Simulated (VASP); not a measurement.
# PtSe2 (Sudovikovite): structure and properties in VASP, part 3 of 4

What structure and properties does LDA give PtSe2 (Sudovikovite), and how near are they to the measured ones? The start is a cell from a database of measured crystal structures.

VASP 6.6.1, plane waves and PAW; the level of theory is named at each step.

So far. Step 4 (Single point with fields (LDA)): In this run the pressure is 0.02 GPa, small enough to go on. Step 5 (Bands along the symmetry lines (LDA)): There is no gap at this level. The relaxed cell has a = 3.740, c = 4.788 Å (conventional setting).

The database entry behind the starting cell has ideal inner coordinates that were not refined, so it need not match the best structure at ambient conditions.

## Step 6: Density of states (LDA)

Level of this step: LDA; plane waves and PAW (Pt, Se) (VASP).

Here the states are counted by energy and projected on the atoms. The mesh is finer than in the run before.

Input file INCAR:

```
SYSTEM = PtSe2
PREC = Accurate
ENCUT = 400
EDIFF = 1E-06
NELM = 100
ISMEAR = -5
SIGMA = 0.05
LREAL = .FALSE.
ALGO = Normal
GGA = CA
NBANDS = 24
LASPH = .TRUE.
LORBIT = 11
LWAVE = .FALSE.
LCHARG = .FALSE.
KPAR = 2
NEDOS = 2001
```

Input file POSCAR:

```
PtSe2
1.0
    3.7403324055      0.0000000000      0.0000000000
   -1.8701662028      3.2392228818      0.0000000000
    0.0000000000      0.0000000000      4.7881194269
Pt Se
1 2
Direct
    0.0000000000      0.0000000000      0.0000000000
    0.3333333333      0.6666666667      0.2644490384
    0.6666666667      0.3333333333      0.7355509616
```

Input file KPOINTS:

```
Automatic mesh
0
Gamma
10 10 7
0 0 0
```

Potentials, in the order of the species: Pt and Se (LDA family, release 64).

Command:

```bash
mpirun -np 2 vasp_std
```

Output:

```text
[... set-up lines as in an earlier step ...]
 entering main loop
       N       E                     dE             d eps       ncg     rms          rms(c)
DAV:   1     0.849935318340E+02    0.84994E+02   -0.82183E+03  3912   0.647E+02
DAV:   2    -0.140833382909E+02   -0.99077E+02   -0.94530E+02  4688   0.160E+02
DAV:   3    -0.178692804360E+02   -0.37859E+01   -0.37666E+01  4896   0.297E+01
DAV:   4    -0.178914332324E+02   -0.22153E-01   -0.22155E-01  4296   0.258E+00
DAV:   5    -0.178916935599E+02   -0.26033E-03   -0.26042E-03  5032   0.283E-01    0.130E+01
DAV:   6    -0.173418302967E+02    0.54986E+00   -0.30927E+00  4056   0.134E+01    0.791E+00
DAV:   7    -0.171230745630E+02    0.21876E+00   -0.59343E-01  3952   0.630E+00    0.399E+00
DAV:   8    -0.170934410133E+02    0.29634E-01   -0.43447E-02  4904   0.130E+00    0.681E-01
DAV:   9    -0.170927468664E+02    0.69415E-03   -0.27938E-03  4440   0.360E-01    0.183E-01
DAV:  10    -0.170927605240E+02   -0.13658E-04   -0.46840E-04  4872   0.113E-01    0.334E-02
DAV:  11    -0.170927889368E+02   -0.28413E-04   -0.24815E-05  4584   0.331E-02    0.181E-02
DAV:  12    -0.170927764569E+02    0.12480E-04   -0.20733E-06  4400   0.732E-03    0.229E-03
DAV:  13    -0.170927764980E+02   -0.41069E-07   -0.37430E-07  2576   0.306E-03
   1 F= -.17092776E+02 E0= -.17092776E+02  d E =0.000000E+00
 -----------------------------------------------------------------------------
|                                                                             |
|           W    W    AA    RRRRR   N    N  II  N    N   GGGG   !!!           |
|           W    W   A  A   R    R  NN   N  II  NN   N  G    G  !!!           |
|           W    W  A    A  R    R  N N  N  II  N N  N  G       !!!           |
|           W WW W  AAAAAA  RRRRR   N  N N  II  N  N N  G  GGG   !            |
|           WW  WW  A    A  R   R   N   NN  II  N   NN  G    G                |
|           W    W  A    A  R    R  N    N  II  N    N   GGGG   !!!           |
|                                                                             |
|     Tetrahedron method does not include variations of the Fermi             |
|     occupations, so forces and stress will be inaccurate. We suggest        |
|     using a different smearing scheme ISMEAR = 1 or 2 for metals in         |
|     relaxations.                                                            |
|                                                                             |
 -----------------------------------------------------------------------------
```

The job ended after 12 s (2 MPI ranks of AMD EPYC 9R45, shared host; peak memory 0.31 GiB).

OUTCAR, selected parts (step 6):

```text
   k-points           NKPTS =     80   k-points in BZ     NKDIM =     80   number of bands    NBANDS=     24

   NELECT =      22.0000    total number of electrons

 E-fermi :   7.1040

 k-point     1 :       0.0000    0.0000    0.0000
  band No.  band energies     occupation
    ...
      6       3.0966      2.00000
      7       3.0966      2.00000
      8       4.5147      2.00000
      9       6.0109      2.00000
     10       6.0109      2.00000
     11       7.8618     -0.47242
     12       8.1474      0.00000
     13       8.1474      0.00000
     14      10.2207      0.00000
     15      11.1920      0.00000
    ...

  Total        0.0146192      0.0146192     -0.1048798     -0.0000000      0.0000000      0.0000000
  in kB        0.4037544      0.4037544     -2.8965856     -0.0000000      0.0000000      0.0000000
  external PRESSURE =      -0.6963589 kB  Pullay stress =       0.0000000 kB

 POSITION                                       TOTAL-FORCE (eV/Angst)
 -----------------------------------------------------------------------------------
      0.00000      0.00000      0.00000         0.000000      0.000000      0.000000
     -0.00000      2.15948      1.26621        -0.000000     -0.000000     -0.014842
      1.87017      1.07974      3.52191         0.000000      0.000000      0.014842
 -----------------------------------------------------------------------------------
    total drift:                                0.000000     -0.000000     -0.000000

  FREE ENERGIE OF THE ION-ELECTRON SYSTEM (eV)
  ---------------------------------------------------
  free  energy   TOTEN  =       -17.0927764980 eV

  energy  without entropy=      -17.0927764980  energy(sigma->0) =      -17.09277650

[... 6 parts as in an earlier step ...]

[... 10 further parts left out ...]
```

With tetrahedra the forces and stress of a metal are not exact derivatives of the energy.

Numbers from this step:

| Quantity | Value |
| --- | --- |
| SCF cycles | 13 |
| irreducible k-points | 80 |
| Fermi energy | 7.104 eV |
| pressure | -0.06964 GPa |
| DOS at the Fermi level | 0.5893 states/eV/cell |

The density of states has structure finer than the step of the table below, so its rows give means over 2 eV, whole bins alone (the curve runs from -12.0 to 7.91 eV). Peaks (eV: height): total -6.3: 4.45, -5.8: 4.58, -4.4: 4.91, -3.5: 7.02; Pt d -6.3: 2.25, -4.4: 2.94, -3.5: 5.25, 1.6: 0.698; Se p -6.3: 1.08, -5.8: 1.15, -1.5: 1.000, 1.6: 1.07; Pt p -2.7: 0.190, -1.5: 0.189, 4.8: 0.133, 5.8: 0.151; Se s -5.7: 0.117, -4.5: 0.0984, -3.4: 0.111, 5.8: 0.0771.

States under -12.0 eV and over 7.9 eV are left out. The density of states by energy, zero at the Fermi level; means over each step; values in states/eV/cell:

```
energy (eV)  total    Pt d   Se p     Pt p     Se s     Pt s     Se d
        -10      0       0      0        0        0        0        0
         -8  0.532   0.105  0.150  0.00569  0.00743   0.0746  0.00261
         -6   2.72    1.13  0.681   0.0575   0.0437   0.0991   0.0213
         -4   3.24    1.93  0.501   0.0785   0.0468   0.0892   0.0299
         -2   2.25   0.743  0.765    0.148   0.0330   0.0212   0.0176
          0   1.04   0.318  0.367   0.0294   0.0387  0.00883   0.0177
          2   1.23   0.349  0.524   0.0164   0.0201  0.00848   0.0202
          4  0.751  0.0383  0.117   0.0418   0.0244    0.149   0.0754
          6   1.32  0.0703  0.180   0.0988   0.0475    0.116    0.141
```

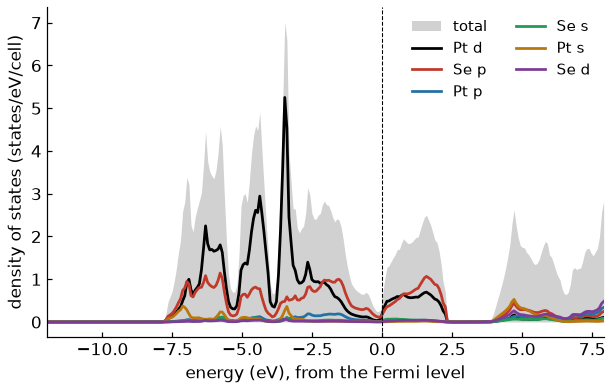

Density of states against energy.

The finer mesh and the other smearing move the Fermi level by +0.02 eV from the 7×7×5 run, a small shift, which tests the Fermi level alone. Of the states within 0.3 eV of the Fermi level, the largest shares in the PAW spheres are Pt d 33 % and Se p 32 %. The rest lies in smaller channels or between the spheres.

## Step 7: Zone-centre phonons (LDA)

Zone-centre modes test whether the atoms sit at a minimum within this cell. IBRION = 8 takes the force constants from linear response, which needs tightly converged orbitals.

Input file INCAR:

```
SYSTEM = PtSe2
PREC = Accurate
ENCUT = 400
EDIFF = 1E-08
NELM = 100
ISMEAR = 1
SIGMA = 0.2
LREAL = .FALSE.
ALGO = Normal
GGA = CA
NBANDS = 17
LASPH = .TRUE.
LORBIT = 11
LWAVE = .FALSE.
LCHARG = .FALSE.
KPAR = 2
IBRION = 8
ISIF = 2
```

POSCAR is that of step 6.

Input file KPOINTS:

```
Automatic mesh
0
Gamma
12 12 8
0 0 0
```

Command:

```bash
mpirun -np 2 vasp_std
```

Output:

```text
[... set-up lines as in an earlier step ...]
 entering main loop
       N       E                     dE             d eps       ncg     rms          rms(c)
DAV:   1     0.894658051722E+02    0.89466E+02   -0.87584E+03  4630   0.918E+02
DAV:   2    -0.141256140181E+02   -0.10359E+03   -0.10062E+03  5684   0.198E+02
DAV:   3    -0.178649848262E+02   -0.37394E+01   -0.37186E+01  5286   0.384E+01
DAV:   4    -0.178904979213E+02   -0.25513E-01   -0.25506E-01  5845   0.348E+00
DAV:   5    -0.178907365306E+02   -0.23861E-03   -0.23860E-03  5378   0.317E-01    0.130E+01
DAV:   6    -0.173293908399E+02    0.56135E+00   -0.44279E+00  4544   0.190E+01    0.803E+00
DAV:   7    -0.171209033812E+02    0.20849E+00   -0.85050E-01  4538   0.921E+00    0.398E+00
DAV:   8    -0.170930514798E+02    0.27852E-01   -0.58821E-02  4803   0.170E+00    0.801E-01
DAV:   9    -0.170901278120E+02    0.29237E-02   -0.67254E-03  5125   0.775E-01    0.207E-01
DAV:  10    -0.170900996554E+02    0.28157E-04   -0.11007E-03  5129   0.207E-01    0.383E-02
DAV:  11    -0.170900958118E+02    0.38435E-05   -0.45900E-05  5527   0.545E-02    0.252E-02
DAV:  12    -0.170900948495E+02    0.96230E-06   -0.40523E-06  5019   0.126E-02    0.318E-03
DAV:  13    -0.170900947505E+02    0.98996E-07   -0.46082E-07  5499   0.548E-03    0.138E-03
DAV:  14    -0.170900947502E+02    0.30582E-09   -0.41219E-08  4904   0.147E-03
   1 F= -.17090095E+02 E0= -.17090126E+02  d E =0.931507E-04
 Linear response reoptimize wavefunctions to high precision
DAV:   1    -0.170900947504E+02   -0.18667E-09   -0.24420E-09  3304   0.390E-04
DAV:   2    -0.170900947504E+02   -0.12960E-10   -0.12293E-10  2442   0.792E-05
 Linear response DOF=           4
 Linear response progress:
  Degree of freedom:   1/  4
       N       E                     dE             d eps       ncg     rms          rms(c)
RMM:   1    -0.257318999131E+00   -0.25732E+00   -0.26121E-01 18498   0.329E+00
RMM:   2    -0.249409976835E+00    0.79090E-02   -0.72284E-03 16345   0.505E-01    0.191E-01
RMM:   3    -0.249264904259E+00    0.14507E-03   -0.36955E-04 17901   0.114E-01    0.115E-01
RMM:   4    -0.249725187588E+00   -0.46028E-03   -0.48364E-04 18552   0.117E-01    0.207E-02
RMM:   5    -0.249775666408E+00   -0.50479E-04   -0.32149E-05 18092   0.345E-02    0.893E-03
RMM:   6    -0.249817888784E+00   -0.42222E-04   -0.34226E-07 18950   0.517E-03    0.140E-03
RMM:   7    -0.249805740517E+00    0.12148E-04    0.15354E-07 19063   0.164E-03    0.930E-04
RMM:   8    -0.249795569814E+00    0.10171E-04    0.55565E-08 19204   0.679E-04    0.329E-04
RMM:   9    -0.249792280103E+00    0.32897E-05    0.15120E-07 18694   0.889E-04    0.148E-04
RMM:  10    -0.249792696441E+00   -0.41634E-06    0.66841E-08 18595   0.374E-04    0.252E-05
RMM:  11    -0.249792892063E+00   -0.19562E-06    0.13778E-07 19808   0.154E-04    0.108E-05
RMM:  12    -0.249792907720E+00   -0.15657E-07    0.16347E-07 20022   0.120E-04    0.969E-07
RMM:  13    -0.249792928967E+00   -0.21248E-07    0.17178E-07 20033   0.105E-04    0.148E-06
RMM:  14    -0.249792912871E+00    0.16096E-07    0.16676E-07 17609   0.992E-05    0.980E-07
RMM:  15    -0.249792910096E+00    0.27757E-08    0.17498E-07 16560   0.987E-05    0.121E-07
RMM:  16    -0.249792910201E+00   -0.10555E-09    0.17377E-07 11073   0.978E-05    0.883E-08
 first order change of Fermi-energy   0.32835E-03
 force on displaced ion       1 direction 1 : -15.172   0.000   0.000
 Linear response progress:
  Degree of freedom:   2/  4
       N       E                     dE             d eps       ncg     rms          rms(c)
RMM:   1    -0.271588916906E+00   -0.27159E+00   -0.26825E-01  7703   0.330E+00
RMM:   2    -0.262817790651E+00    0.87711E-02   -0.71092E-03  6692   0.530E-01    0.203E-01
RMM:   3    -0.262488814185E+00    0.32898E-03   -0.66666E-04  7306   0.141E-01    0.117E-01
RMM:   4    -0.262729411755E+00   -0.24060E-03   -0.41807E-04  7504   0.106E-01    0.362E-02
RMM:   5    -0.262871628947E+00   -0.14222E-03   -0.93441E-06  7599   0.202E-02    0.143E-02
RMM:   6    -0.262924329012E+00   -0.52700E-04   -0.39514E-06  7155   0.107E-02    0.214E-03
RMM:   7    -0.262904776578E+00    0.19552E-04   -0.14833E-07  7717   0.216E-03    0.709E-04
RMM:   8    -0.262896187251E+00    0.85893E-05   -0.39861E-08  7777   0.625E-04    0.833E-05
RMM:   9    -0.262896585185E+00   -0.39793E-06   -0.34695E-08  7881   0.198E-04    0.387E-05
RMM:  10    -0.262896502528E+00    0.82657E-07   -0.38343E-08  8072   0.124E-04    0.140E-05
RMM:  11    -0.262896406719E+00    0.95809E-07   -0.34223E-08  8136   0.101E-04    0.448E-06
RMM:  12    -0.262896443639E+00   -0.36920E-07   -0.30461E-08  7723   0.961E-05    0.103E-06
RMM:  13    -0.262896453597E+00   -0.99581E-08   -0.29985E-08  6848   0.941E-05    0.339E-07
 first order change of Fermi-energy  -0.34125E-03
 force on displaced ion       1 direction 3 :   0.000   0.000 -15.499
 Linear response progress:
  Degree of freedom:   3/  4
       N       E                     dE             d eps       ncg     rms          rms(c)
RMM:   1    -0.780037180612E-01   -0.78004E-01    0.57827E-02 47889   0.152E+00
RMM:   2    -0.765870474118E-01    0.14167E-02   -0.16127E-03 30862   0.240E-01    0.107E-01
RMM:   3    -0.764615873977E-01    0.12546E-03   -0.46260E-05 33471   0.389E-02    0.609E-02
RMM:   4    -0.764007061391E-01    0.60881E-04   -0.25155E-05 34389   0.297E-02    0.662E-03
RMM:   5    -0.764032473201E-01   -0.25412E-05   -0.71351E-08 34525   0.515E-03    0.126E-03
RMM:   6    -0.764030294895E-01    0.21783E-06    0.68066E-08 34899   0.144E-03    0.362E-04
RMM:   7    -0.764018989921E-01    0.11305E-05    0.68653E-08 35297   0.461E-04    0.774E-05
RMM:   8    -0.764017128600E-01    0.18613E-06    0.10668E-07 35608   0.131E-04    0.374E-05
RMM:   9    -0.764016304066E-01    0.82453E-07    0.41243E-08 35750   0.897E-05    0.178E-05
RMM:  10    -0.764015756168E-01    0.54790E-07    0.32471E-08 36295   0.795E-05    0.295E-06
RMM:  11    -0.764015876318E-01   -0.12015E-07    0.15275E-08 35483   0.710E-05    0.937E-07
RMM:  12    -0.764015894111E-01   -0.17794E-08    0.42926E-08 27596   0.687E-05    0.392E-07
 first order change of Fermi-energy  -0.25207E-05
 force on displaced ion       2 direction 1 :  -7.713   0.000   0.000
 Linear response progress:
  Degree of freedom:   4/  4
       N       E                     dE             d eps       ncg     rms          rms(c)
RMM:   1    -0.920108625734E-01   -0.92011E-01    0.52454E-02 10428   0.150E+00
RMM:   2    -0.896887856762E-01    0.23221E-02   -0.18657E-03  7027   0.256E-01    0.158E-01
RMM:   3    -0.894834034284E-01    0.20538E-03   -0.18967E-04  7593   0.692E-02    0.105E-01
RMM:   4    -0.893808945788E-01    0.10251E-03   -0.57504E-05  7516   0.455E-02    0.545E-02
RMM:   5    -0.893323616944E-01    0.48533E-04   -0.18611E-05  7637   0.235E-02    0.851E-03
RMM:   6    -0.893390881208E-01   -0.67264E-05    0.57093E-07  7676   0.355E-03    0.288E-03
RMM:   7    -0.893442276299E-01   -0.51395E-05   -0.26065E-07  7623   0.228E-03    0.756E-04
RMM:   8    -0.893430054524E-01    0.12222E-05   -0.10621E-07  7821   0.567E-04    0.155E-04
RMM:   9    -0.893427239451E-01    0.28151E-06   -0.45277E-08  7893   0.148E-04    0.487E-05
RMM:  10    -0.893426966489E-01    0.27296E-07   -0.41758E-08  8016   0.115E-04    0.830E-06
RMM:  11    -0.893427043419E-01   -0.76930E-08   -0.44418E-08  8135   0.881E-05    0.275E-06
 first order change of Fermi-energy  -0.89618E+00
 force on displaced ion       2 direction 3 :   0.000  -0.000 -10.013
 Linear response finished
```

It took 3.5 min on 2 MPI ranks; peak memory 1.6 GiB; 6.3 min of CPU time.

OUTCAR, selected parts (step 7):

```text
   k-points           NKPTS =    131   k-points in BZ     NKDIM =    131   number of bands    NBANDS=     17

   NELECT =      22.0000    total number of electrons

  Total        0.0236595      0.0236595     -0.1180605     -0.0000000      0.0000000     -0.0000000
  in kB        0.6534318      0.6534318     -3.2606117     -0.0000000      0.0000000     -0.0000000
  external PRESSURE =      -0.6512494 kB  Pullay stress =       0.0000000 kB

 POSITION                                       TOTAL-FORCE (eV/Angst)
 -----------------------------------------------------------------------------------
      0.00000      0.00000      0.00000        -0.000000      0.000000      0.000000
     -0.00000      2.15948      1.26621        -0.000000     -0.000000     -0.003107
      1.87017      1.07974      3.52191         0.000000      0.000000      0.003107
 -----------------------------------------------------------------------------------
    total drift:                                0.000000     -0.000000     -0.000000

 Eigenvectors and eigenvalues of the dynamical matrix
 ----------------------------------------------------

   1 f  =    6.586750 THz    41.385769 2PiTHz  219.710320 cm-1    27.240596 meV
             X         Y         Z           dx          dy          dz
      0.000000  0.000000  0.000000     0.000000   -0.000000   -0.668992
     -0.000000  2.159482  1.266214     0.000000    0.000000    0.525571
      1.870166  1.079741  3.521906    -0.000000    0.000000    0.525571

   2 f  =    6.520281 THz    40.968133 2PiTHz  217.493162 cm-1    26.965703 meV
             X         Y         Z           dx          dy          dz
      0.000000  0.000000  0.000000    -0.293947    0.600585   -0.000000
     -0.000000  2.159482  1.266214     0.231136   -0.472252    0.000000
      1.870166  1.079741  3.521906     0.231136   -0.472252   -0.000000

   3 f  =    6.520281 THz    40.968133 2PiTHz  217.493162 cm-1    26.965703 meV
             X         Y         Z           dx          dy          dz
      0.000000  0.000000  0.000000     0.600585    0.293947    0.000000
     -0.000000  2.159482  1.266214    -0.472252   -0.231136    0.000000
      1.870166  1.079741  3.521906    -0.472252   -0.231136    0.000000

   4 f  =    6.165665 THz    38.740017 2PiTHz  205.664455 cm-1    25.499131 meV
             X         Y         Z           dx          dy          dz
      0.000000  0.000000  0.000000     0.000000   -0.000000   -0.000000
     -0.000000  2.159482  1.266214     0.000000    0.000000    0.707107
      1.870166  1.079741  3.521906    -0.000000    0.000000   -0.707107

   5 f  =    4.923487 THz    30.935180 2PiTHz  164.229843 cm-1    20.361896 meV
             X         Y         Z           dx          dy          dz
      0.000000  0.000000  0.000000     0.000000   -0.000000   -0.000000
     -0.000000  2.159482  1.266214    -0.310862    0.635110    0.000000
      1.870166  1.079741  3.521906     0.310862   -0.635110    0.000000

   6 f  =    4.923487 THz    30.935180 2PiTHz  164.229843 cm-1    20.361896 meV
             X         Y         Z           dx          dy          dz
      0.000000  0.000000  0.000000     0.000000    0.000000   -0.000000
     -0.000000  2.159482  1.266214    -0.635110   -0.310862    0.000000
      1.870166  1.079741  3.521906     0.635110    0.310862   -0.000000

   7 f/i=    0.001225 THz     0.007696 2PiTHz    0.040855 cm-1     0.005065 meV
             X         Y         Z           dx          dy          dz
      0.000000  0.000000  0.000000    -0.000000   -0.000000    0.743270
     -0.000000  2.159482  1.266214    -0.000000   -0.000000    0.473049
      1.870166  1.079741  3.521906    -0.000000   -0.000000    0.473049

   8 f/i=    0.001693 THz     0.010638 2PiTHz    0.056477 cm-1     0.007002 meV
             X         Y         Z           dx          dy          dz
      0.000000  0.000000  0.000000    -0.711745    0.215201    0.000000
     -0.000000  2.159482  1.266214    -0.452580    0.136840    0.000000
      1.870166  1.079741  3.521906    -0.452580    0.136840    0.000000

   9 f/i=    0.001693 THz     0.010638 2PiTHz    0.056477 cm-1     0.007002 meV
             X         Y         Z           dx          dy          dz
      0.000000  0.000000  0.000000    -0.215201   -0.711745   -0.000000
     -0.000000  2.159482  1.266214    -0.136840   -0.452580   -0.000000
      1.870166  1.079741  3.521906    -0.136840   -0.452580   -0.000000

 ELASTIC MODULI CONTR FROM IONIC RELAXATION (kBar)
 Direction    XX          YY          ZZ          XY          YZ          ZX
 --------------------------------------------------------------------------------
 XX        -601.2288   -373.6115   -555.3177      0.0000    240.9671     -0.0000
 YY        -373.6115   -601.2288   -555.3177      0.0000   -240.9671      0.0000
 ZZ        -555.3177   -555.3177   -632.6734      0.0000     -0.0000      0.0000
 XY           0.0000      0.0000      0.0000   -113.8086      0.0000    219.4136
 YZ         240.9671   -240.9671     -0.0000      0.0000   -510.1996      0.0000
 ZX          -0.0000      0.0000      0.0000    219.4136      0.0000   -423.0111
 --------------------------------------------------------------------------------

[... 6 parts as in an earlier step ...]

[... 4 further parts left out ...]
```

Energies printed during the response cycles are not total energies of the cell.

This step gave:

* bands: 17
* irreducible k-points: 131
* pressure of the cell: -0.06512 GPa
* largest force of the cell: 0.003107 eV/Å
* Fermi energy: 7.031 eV

(Continued in part 4 of 4.)

[Lines on the potential files, build, host, timing and source positions are cut from VASP's logs without a mark.]

[Logs are printed without paths, hosts, clocks, repeated set-up lines and the standing remarks that a program may print on its own settings, such as how far it seeks lower states.]

[Hosts, paths, dates, database ids (printed as entryN), source tags and the programs' standing remarks are cut or masked in the printed files.]

[Measured values are set beside computed ones only where the two were judged alike; some that the calculation misses by far are left out.]
